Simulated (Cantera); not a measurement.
Charge: 1 mol Ca(OH)2, 1 mol H2, equilibrated at 0.200 bar.

Cantera equilibrium calculation (NASA polynomials, part measured and part estimated; ideal gas, pure solids and liquids). Candidate condensed phases: Ca, CaO, Ca(OH)2, H2O; 14 gas species. Equilibrium is a limit: real reactors are often held back by kinetics, nucleation or transport.

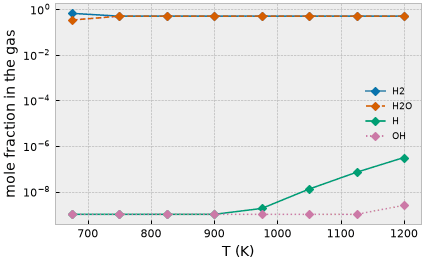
Equilibrium gas composition (values under 1e-9 drawn at 1e-9)

At 675 K the condensed part is CaO(s) + Ca(OH)2(s). From 750 K to 1200 K the condensed part is CaO(s).
